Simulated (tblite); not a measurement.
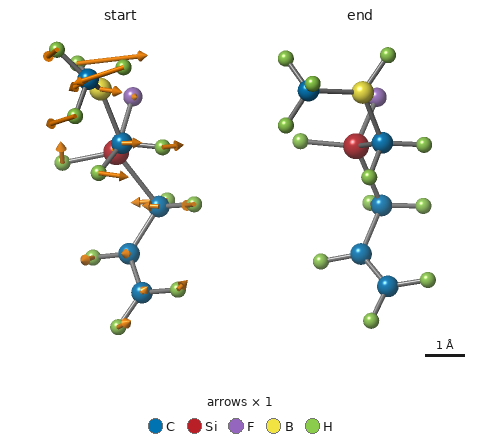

The structure of C5H12BFSi before (left) and after (right) a relaxation, at one scale. The orange arrows give the displacements, at their true length.

Style: ball-and-stick. Shown from a free direction.

Method: GFN2-xTB geometry optimisation, gas phase (tblite). 

> What changed between the two?

After 217 geometry steps the energy has fallen by 0.720 eV. An H atom moves most after the best rigid fit: 2.15 Å. Largest moves by element: H 2.15 Å, C 0.77 Å, B 0.69 Å, Si 0.25 Å, F 0.16 Å. Some distances before and after: F–Si 1.688 → 1.623 Å, C–H 1.117 → 1.090 Å, C–Si 1.876 → 1.903 Å, C–H 1.104 → 1.078 Å. Among the angles between lasting bonds that change: C–Si–H 108.0° → 115.1°, B–C–H 107.4° → 114.3°, C–C–Si 106.4° → 112.2°. Groups turn about B–C by about 90°, C–Si by about 20°. Cost: 12 s on 1 thread of Intel(R) Xeon(R) Processor @ 2.50GHz, with other jobs on the host.
